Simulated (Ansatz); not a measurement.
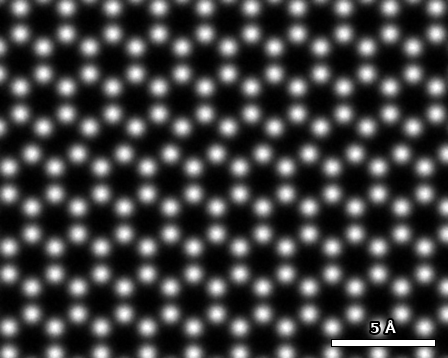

Dark-field STEM-like image of Be (P6_3/mmc, No. 194) along [001]. The image is simulated as a sum over atoms of Z^1.8, blurred by a 0.69 Å probe (no channelling). The probe carries 15 % of its weight in a tail 2.5 times as wide. Shot noise was added.

One planar defect was built into the perfect crystal by geometry alone, without relaxation. Host structure: coordinates from a relaxation at fixed volume with Ansatz, DFT r2SCAN, scalar-relativistic, plane waves, PAW.

**Where does the periodic pattern break, and how?**

A planar fault (a stacking fault) runs horizontally about 7 Å below the top edge. The part above it is shifted along the boundary by 1/4 of the 2.27 Å repeat of the rows (0.6 Å to the right, the same as 1.7 Å to the left); both parts keep the same orientation.
